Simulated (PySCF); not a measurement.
C5H11Si2 (doublet)

```
atom    x (Å)    y (Å)    z (Å)
   C  -2.4207  -1.6828   0.3231
   C  -1.5957  -0.8094  -0.1439
   C  -1.9263   0.2222  -1.1863
  Si   0.2364  -0.7262   0.4648
   C   1.4913  -0.6811  -0.9914
  Si   1.8787   1.1725  -0.6810
   C   0.7925   1.0630   0.8970
   H  -2.3591  -2.4673   1.0445
   H  -2.9610   0.1229  -1.5063
   H  -1.2771   0.1064  -2.0526
   H  -1.7766   1.2240  -0.7872
   H   0.4684  -1.7459   1.4934
   H   2.3463  -1.3324  -0.8300
   H   1.0996  -0.9276  -1.9743
   H   1.3337   2.0665  -1.7059
   H   3.2900   1.4822  -0.4446
   H   0.0049   1.8059   0.9854
   H   1.3659   1.1135   1.8189
```

Geometry: GFN2-xTB.

Method: UKS B3LYP, pcH-1 on C H Si, non-relativistic, mean-field spin-orbit, GIAO in PySCF.

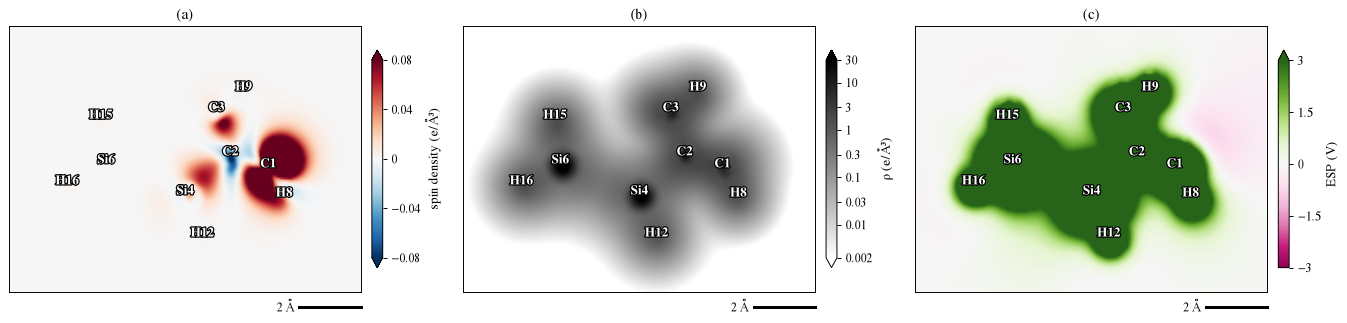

Figure 1. (a) spin density; (b) total electron density; (c) electrostatic potential on the plane of atoms C3, C2 and Si4.

Question: Read the bonding off the picture.

Answer: The section cuts through C, Si and H sites.
C–C (1.29 Å): the density is about 2 e/Å³ at the midpoint.
C–Si (1.93 Å): ρ at the midpoint is about 0.79 e/Å³.
C–H (1.07 Å): ρ at the midpoint is about 2 e/Å³.
Si–H (1.46 Å): ρ is about 0.65 e/Å³ halfway.
The unpaired spin (1 electron) lies mostly on C1 (about 0.7) and H8 (about 0.1), in electrons by Hirshfeld's partition.
Outside the dense part of the molecule the potential is most negative (−0.7 V) near C1.

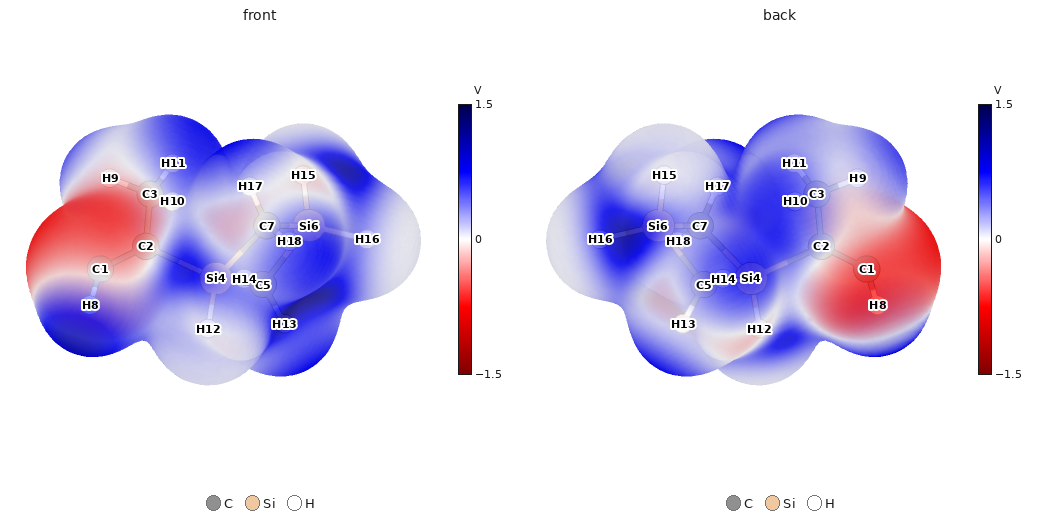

Figure 2. The molecular electrostatic potential painted on the density surface at 0.002 e/bohr³, seen from the front and from behind; the colour scale runs from red (negative) to blue (positive).

Question: Describe the electrostatic potential map.

Answer: The most negative region (about −0.7 V) lies over C1, the most positive (about +1.2 V) over Si4 and Si6.
